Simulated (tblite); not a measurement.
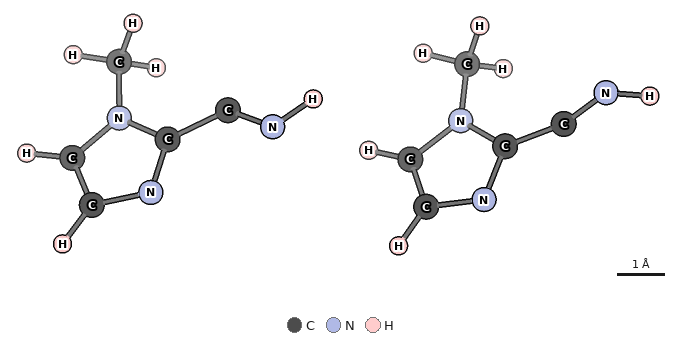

Two geometries of C5H6N3 (multiplicity 2), drawn at one scale. One is the start of a relaxation, the other its converged end. Style: ball-and-stick. Shown from a free direction.

Level of theory: GFN2-xTB geometry optimisation, gas phase (tblite 0.8.0). 

### Which one is relaxed?

The right one is the relaxed one. The atom that moves furthest after the best rigid fit is an N atom (0.77 Å). Largest moves by element: N 0.77 Å, H 0.48 Å, C 0.34 Å. Near-neighbour distances that change, for instance: C–C 1.446 → 1.353 Å, C–N 1.284 → 1.220 Å, H–N 1.061 → 1.018 Å, C–N 1.337 → 1.368 Å. Bond angles that change, for instance: C–C–N 127.0° → 157.2°, N–C–H 127.8° → 120.4°, C–N–H 114.7° → 120.9°. Groups turn about C–C by about 85°. After 71 geometry steps the energy has fallen by 60.9 kJ/mol.
